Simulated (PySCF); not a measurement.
**NMR shielding calculation, with input and output: C$_{3}$HF$_{3}$**

- system: C$_{3}$HF$_{3}$, SMILES C#CC(F)(F)F
- method: GIAO PBE0/cc-pVDZ NMR shielding, non-relativistic, gas phase (PySCF 2.14.0)

The geometry comes from this level: PBE0-D3(BJ)/def2-SVP. Figures and captions count atoms from 1; the log counts them from 0 in places.

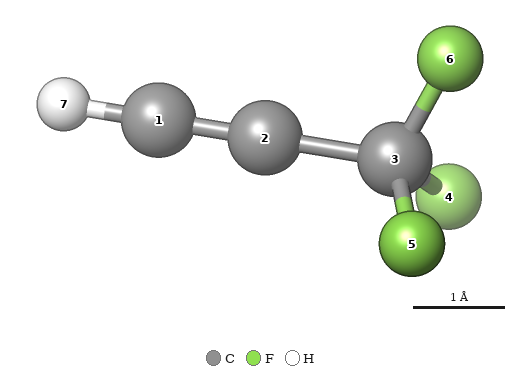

Fig. 1: The structure (ball-and-stick view, seen at a tilt; atoms are numbered from 1 in the order of the input).

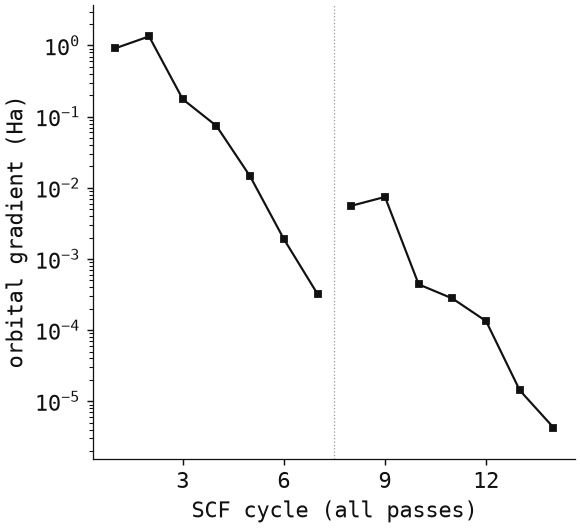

Fig. 2: Convergence of the self-consistent field: orbital gradient against the SCF cycle. The dotted line marks the change from a coarse to the final integration grid. The first 7 cycles use a coarse grid, the final grid takes over at cycle 8, and the field converges after 14 cycles in all.

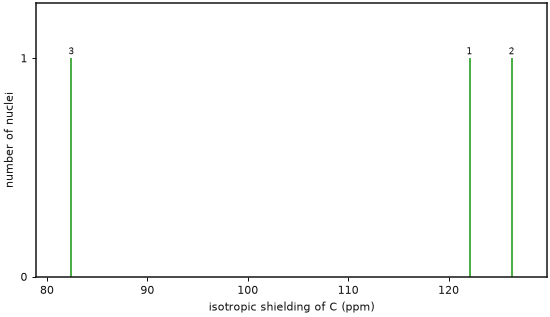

Fig. 3: Isotropic shieldings of the carbon nuclei in this fixed geometry, labelled by atom number; shielding grows to the right, so chemical shift grows to the left. The least shielded is C3 (82.4 ppm), the most shielded C2 (126.3 ppm).

These pictures come from the run below.

## Input
```
{"job": {"kind": "nmr", "xc": "PBE0", "basis": "cc-pVDZ", "pop": true}, "charge": 0, "multiplicity": 1}
C      1.628685     0.567921    -0.228533
C      0.516436     0.165422     0.010424
C     -0.838120    -0.322072     0.301701
F     -1.068777    -1.484369    -0.305982
F     -1.756599     0.546592    -0.115367
F     -1.009997    -0.502566     1.609585
H      2.620222     0.927072    -0.440778
```

The first line tells a small driver script what to run in PySCF; the rest is the geometry in Å.

Command:
```bash
OMP_NUM_THREADS=1 python <driver script> task.json out
```

## The program's output
```
coarse grid: 7136 points
cycle   1  E = -413.8181639173  dE =  1.068e+00  |g| = 9.148e-01  |ddm| = 5.401e+00
cycle   2  E = -413.6678110699  dE =  1.504e-01  |g| = 1.342e+00  |ddm| = 2.947e+00
cycle   3  E = -413.9593608878  dE = -2.915e-01  |g| = 1.756e-01  |ddm| = 1.754e+00
cycle   4  E = -413.9659682092  dE = -6.607e-03  |g| = 7.401e-02  |ddm| = 2.941e-01
cycle   5  E = -413.9672899073  dE = -1.322e-03  |g| = 1.444e-02  |ddm| = 1.002e-01
cycle   6  E = -413.9673409232  dE = -5.102e-05  |g| = 1.901e-03  |ddm| = 2.758e-02
cycle   7  E = -413.9673417918  dE = -8.686e-07  |g| = 3.208e-04  |ddm| = 3.701e-03
final grid: 73808 points
cycle   8  E = -413.9736912781  dE = -2.804e-05  |g| = 5.590e-03  |ddm| = 4.586e-02
cycle   9  E = -413.9736880378  dE =  3.240e-06  |g| = 7.443e-03  |ddm| = 1.777e-02
cycle  10  E = -413.9736974474  dE = -9.410e-06  |g| = 4.394e-04  |ddm| = 9.432e-03
cycle  11  E = -413.9736974784  dE = -3.103e-08  |g| = 2.785e-04  |ddm| = 1.201e-03
cycle  12  E = -413.9736974936  dE = -1.514e-08  |g| = 1.338e-04  |ddm| = 4.647e-04
cycle  13  E = -413.9736974981  dE = -4.500e-09  |g| = 1.423e-05  |ddm| = 1.889e-04
cycle  14  E = -413.9736974981  dE = -4.809e-11  |g| = 4.272e-06  |ddm| = 2.780e-05
converged SCF energy = -413.9736974981

GIAO shielding tensors (ppm)
atom      isotropic    diamagn.    paramagn.     s11        s22        s33       span
  0 C      122.086     265.676    -143.591     60.502     60.546    245.208    184.706
  1 C      126.291     258.164    -131.873     40.158     40.193    298.523    258.364
  2 C       82.437     244.843    -162.406     73.029     87.115     87.167     14.138
  3 F      262.647     471.107    -208.459    184.810    252.139    350.994    166.184
  4 F      262.612     471.171    -208.559    184.887    252.293    350.655    165.767
  5 F      262.660     470.388    -207.728    184.940    252.225    350.816    165.876
  6 H       28.973      32.924      -3.951     24.539     24.540     37.841     13.301
```

## Results in brief

- outcome: converged
- total energy: −413.973697 hartree
- HOMO: −9.05 eV
- LUMO: 0.04 eV
- dipole moment: 2.13 D
- isotropic shielding, C: 82.4 to 126.3 ppm
- isotropic shielding, F: 262.6 ppm
- isotropic shielding, H: 29.0 ppm
- hardware: 1 CPU thread, shared host
- wall time: 4.8 s
- peak memory: 0.5 GiB
